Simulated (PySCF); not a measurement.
**Run report: CHClFNOSi, single-point calculation**

CHClFNOSi, computed with B3LYP/6-31G*, RKS (PySCF 2.14.0).

The geometry comes from this level: PBE0-D4/def2-TZVP.

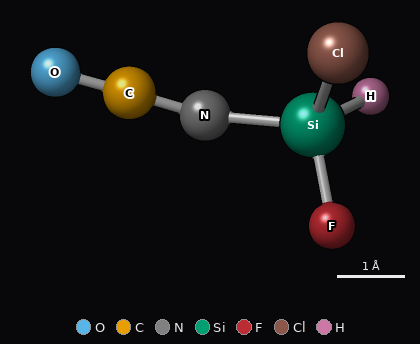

Fig. 1: The structure as given in the input (ball-and-stick view, seen at a tilt). Bond lengths as drawn: Cl–Si 2.03 Å, C–N 1.20 Å, C–O 1.16 Å, F–Si 1.58 Å, H–Si 1.47 Å and N–Si 1.69 Å.

## The input (run.py)
```python
from pyscf import gto, dft

mol = gto.Mole()
mol.atom = '''
O      1.540505    -4.455029     3.134489
C      0.967918    -2.947406     1.652754
N      0.376622    -1.456979     0.053479
Si    -0.518163     1.364382    -1.127600
F      1.734202     2.442849    -2.767315
Cl    -1.233802     3.842947     1.708312
H     -2.751630     1.080356    -2.740481
'''
mol.spin = 0
mol.verbose = 3
mol.charge = 0
mol.max_memory = 1860
mol.unit = 'bohr'
mol.basis = '6-31g*'
mol.build()

mf = dft.RKS(mol)
mf.xc = 'b3lyp'
mf.conv_tol = 1e-10
mf.grids.level = 5
mf.kernel()
if not mf.converged:
    mf = mf.newton().run(mf.mo_coeff, mf.mo_occ)

etot = mf.e_tot
print('Final energy', etot)
```

Run on 1 thread of Intel Xeon @ 2.70GHz, 189 GiB of memory available, shared host.

Launch command:
```bash
OMP_NUM_THREADS=1 python run.py
```

## What the program printed
```
converged SCF energy = -1018.35797214025
Final energy -1018.3579721402541
```

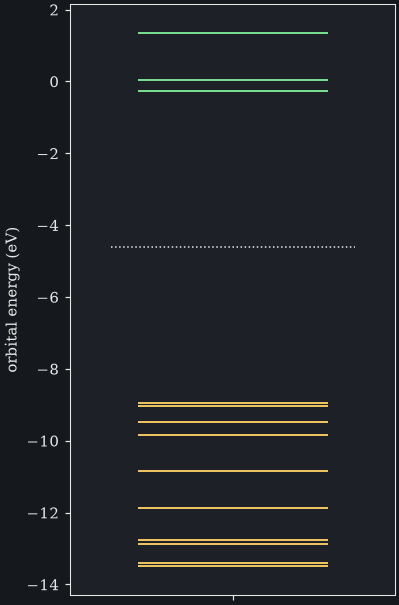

Fig. 2: Orbital energies near the frontier; the dotted line parts filled from empty levels, and levels within 0.02 eV of each other stand side by side. Highest filled −8.94 eV, lowest empty −0.26 eV, 8.68 eV apart.

## Results in brief

```json
{"quantity": "outcome", "value": "converged"}
{"quantity": "total energy", "value": "−1018.357972 hartree"}
{"quantity": "basis functions", "value": "94"}
{"quantity": "HOMO", "value": "−8.94 eV"}
{"quantity": "LUMO", "value": "−0.26 eV"}
{"quantity": "dipole moment", "value": "1.24 D"}
{"quantity": "wall time", "value": "19 s"}
{"quantity": "peak memory", "value": "0.49 GiB"}
```
